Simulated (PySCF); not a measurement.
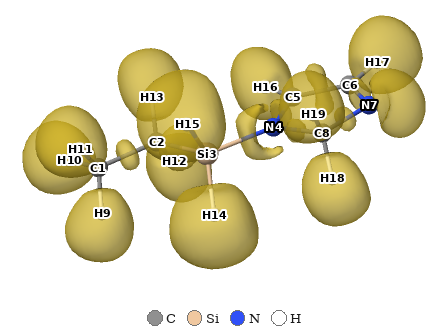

Figure. C5H11N2Si (doublet). Isosurface of the electron localisation function at 0.85 (yellow), seen at an oblique angle. Core shells and regions of very low density are left out.

Geometry: GFN2-xTB.

Computed with PySCF, UKS B3LYP, pcH-1 on C H N Si, non-relativistic, mean-field spin-orbit, GIAO.

```
atom    x (Å)    y (Å)    z (Å)
   C   3.1703   0.2227   0.0484
   C   1.7157   0.6750   0.0948
  Si   0.5367  -0.7822  -0.1849
   N  -1.0981  -0.2344  -0.0326
   C  -1.6339   1.0113   0.1296
   C  -3.0145   0.8926   0.1497
   N  -3.4175  -0.3521   0.0078
   C  -2.2416  -1.1380  -0.1152
   H   3.3662  -0.5163   0.8214
   H   3.8459   1.0629   0.1997
   H   3.3990  -0.2294  -0.9135
   H   1.5231   1.1453   1.0607
   H   1.5626   1.4444  -0.6644
   H   0.7312  -1.8333   0.8239
   H   0.7056  -1.3508  -1.5311
   H  -1.0133   1.8786   0.2204
   H  -3.7261   1.6891   0.2646
   H  -2.1898  -1.8927   0.6827
   H  -2.2312  -1.6835  -1.0695
```

What do the ELF domains correspond to?

The surface consists of two regions between bonded C–C atoms (shared pairs), four regions between bonded C–N atoms (shared pairs), one region between bonded C–Si atoms (shared pairs), one region between bonded N–Si atoms (shared pairs), eleven regions around hydrogen nuclei and one lobe on N, pointing away from the bonds (non-bonding electrons). Along the contacts the grid gives the following. C–N (1.32 Å): the ELF peaks at about 0.90 between the atoms (a covalent bond). C–C (1.39 Å): the ELF peaks at about 0.95 between the atoms; a covalent bond.
